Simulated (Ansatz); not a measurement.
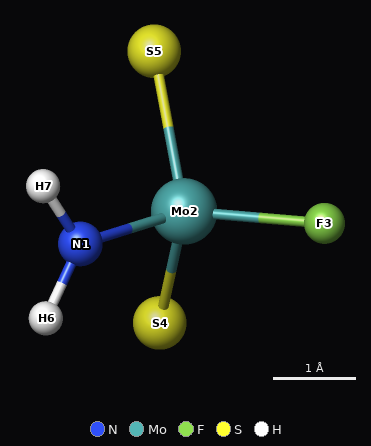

Figure 1. The structure (ball-and-stick view, seen at a tilt; atoms are numbered from 1 in the order of the input). Sticks mark near contacts. Bond lengths as drawn: F–Mo 1.85 Å, H–N 1.01 Å, Mo–N 1.90 Å and Mo–S 2.10 Å.

**Two runs on MoNH$_{2}$S$_{2}$F**

System: MoNH$_{2}$S$_{2}$F.
Method of the first run: RKS PBE-QIDH (frozen core)/def2-TZVPP (Ansatz 0.2.0).

The geometry comes from this level: PBE0-D4/def2-TZVP. Text and figures count atoms from 1; the logs count them from 0 in places.

### Input file, the first run
```yaml
crystal:
  periodic: [false, false, false]
  atoms:
    - {symbol: N, position_ang: [-0.649520, 0.875156, 0.467330]}
    - {symbol: Mo, position_ang: [0.422965, -0.550273, -0.181456]}
    - {symbol: F, position_ang: [1.261559, -1.414224, 1.217372]}
    - {symbol: S, position_ang: [-0.839040, -1.874621, -1.205484]}
    - {symbol: S, position_ang: [1.842236, 0.271203, -1.487609]}
    - {symbol: H, position_ang: [-1.640657, 0.790383, 0.640750]}
    - {symbol: H, position_ang: [-0.336140, 1.834376, 0.503498]}
basis:
  gaussian: {orbitals: def2-TZVPP}
hamiltonian: {xc: {name: PBE-QIDH}}
```

Hardware: 4 CPU threads, shared host.

### Output (the first run)
```
Functional definition: PBE-QIDH
  parameter a = 3^(-1/3)
  parameter c = 1/3
  exchange = (1 - a)*pbe_x + a*exact_x
  correlation = (1 - c)*pbe_c + c*(mp2_os + mp2_ss)
1434 factors; integrals over basis functions are off by at most 1.3e-3 eV
mean field evaluation 1: about -27733.0000 eV, gradient 6.0e1 eV
mean field evaluation 2: about -27733.3003 eV, gradient 6.0e1 eV
mean field evaluation 4: about -27738.6878 eV, gradient 2.3e1 eV
mean field evaluation 8: about -27739.7287 eV, gradient 1.7e0 eV
mean field evaluation 16: about -27739.7360 eV, gradient 3.6e-3 eV
mean field -27739.73599601 eV, -1019.4164951850 hartree, gradient 3.2e-6 eV, S^2 0.000000; 0 other end points of the search recorded, 0 dependent functions left out
12 core orbitals not correlated: weight in the atoms' cores, before any rotation towards them, 1.000 or more for the frozen orbitals, at most 0.000 for the correlated occupied ones
reference -27739.73601139 eV, -1019.4164957503 hartree; 20, 20 occupied and 198, 198 virtual orbitals, 1434 factors
second order -45.08267456 eV of doubles, -0.00000000 eV of singles
Total energy: -27754.76356958 eV, -1019.9687483276 hartree
```

For the second run the input was changed thus:
```diff
-hamiltonian: {xc: {name: PBE-QIDH}}
+hamiltonian: {xc: {name: B2PLYP}}
```

Predict how the results change.

The total energies belong to different methods, so their difference says nothing on which is more stable or more accurate. The functional changes from PBE-QIDH to B2PLYP.

### Output (the second run)
```
Functional definition: B2PLYP
  parameter a = 0.53
  parameter c = 0.27
  exchange = (1 - a)*b88_x + a*exact_x
  correlation = (1 - c)*lyp_c + c*(mp2_os + mp2_ss)
1434 factors; integrals over basis functions are off by at most 1.3e-3 eV
mean field evaluation 1: about -27741.7536 eV, gradient 6.5e1 eV
mean field evaluation 2: about -27741.9887 eV, gradient 6.5e1 eV
mean field evaluation 4: about -27747.0679 eV, gradient 3.2e1 eV
mean field evaluation 8: about -27749.2520 eV, gradient 7.3e-1 eV
mean field evaluation 16: about -27749.2652 eV, gradient 1.4e-3 eV
mean field -27749.26524925 eV, -1019.7666887824 hartree, gradient 6.2e-6 eV, S^2 0.000000; 0 other end points of the search recorded, 0 dependent functions left out
12 core orbitals not correlated: weight in the atoms' cores, before any rotation towards them, 1.000 or more for the frozen orbitals, at most 0.000 for the correlated occupied ones
reference -27749.26542645 eV, -1019.7666952944 hartree; 20, 20 occupied and 198, 198 virtual orbitals, 1434 factors
second order -49.13283891 eV of doubles, -0.00000000 eV of singles
Total energy: -27762.53129296 eV, -1020.2542068965 hartree
```

### The two runs side by side

| quantity | the first run | the second run |
| --- | --- | --- |
| outcome | converged | converged |
| total energy (hartree) | −1019.968748 | −1020.254207 |
| basis functions | 230 | 230 |
| wall time (shared host) | 25 s | 28 s |
